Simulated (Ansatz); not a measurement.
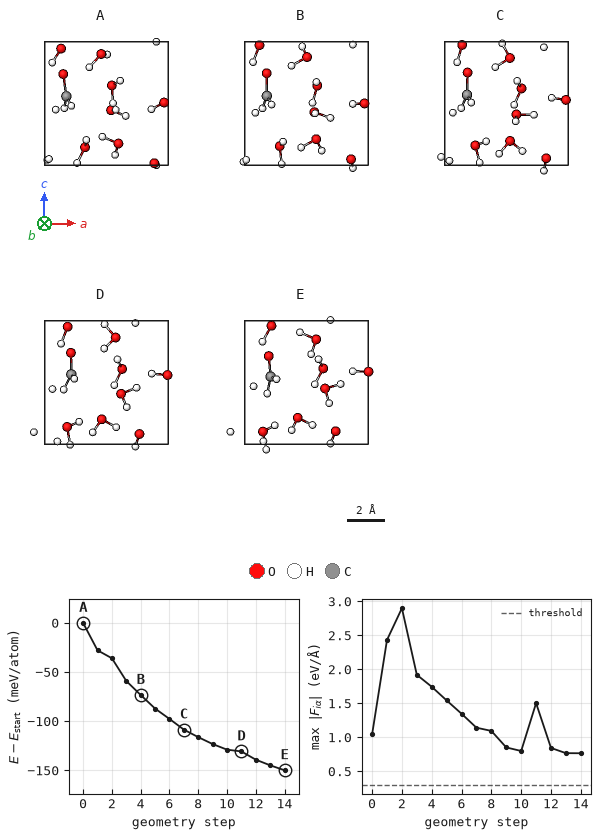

Frames of a relaxation of an amorphous cell of composition H₁₈CO₉, marked on the history of the run. Style: ball-and-stick. Shown: the cell of the calculation, along the b axis.

The cell holds 8 H2O + 1 H2CO. The run prepares the start of a later molecular dynamics calculation, from a guessed geometry.

Theory: Ansatz 0.2.0, DFT PBE-D3(BJ), scalar-relativistic, plane waves, PAW. Set-up: plane-wave cutoff 420 eV; k-point mesh 1 × 1 × 1; occupations fermi dirac; smearing width 0.05 eV; no spin polarisation; atoms relaxed in a fixed cell; force threshold 0.3 eV/Å; at most 15 steps.

Q: Describe the path.

A: The relaxation stopped without meeting its thresholds, so the last structure isn't shown to be converged. It used up its limit of 15 steps. The largest move is that of an H atom, 1.41 Å along −a. Largest moves by element: H 1.41 Å, O 1.24 Å, C 0.42 Å. The cell stays as it was. Among the contacts that change: H–O 0.969 → 1.005 Å, C–H 1.104 → 1.118 Å, H–O 0.969 → 0.976 Å. Bond angles that change, for instance: H–O–H 104.0° → 106.6°. The energy falls by 150 meV per atom in 14 geometry steps. The largest force component goes from 1 to 0.77 eV/Å. Cost: 32 s on 1 thread of Arm Neoverse V1, on a shared host, peak memory 0.34 GiB. From step 0 to 4: an H atom moves most (0.73 Å), energy −73.2 meV per atom. From step 4 to 7: an H atom moves most (0.53 Å), energy −35.2 meV per atom. From step 7 to 11: an H atom moves most (0.71 Å), energy −22.2 meV per atom. From step 11 to 14: an H atom moves most (0.54 Å), energy −19.1 meV per atom.

Limits of the set-up: the program's low-accuracy preset was used; the periodic images lie only 6.7 Å apart, so the values are limited by the cell's size.
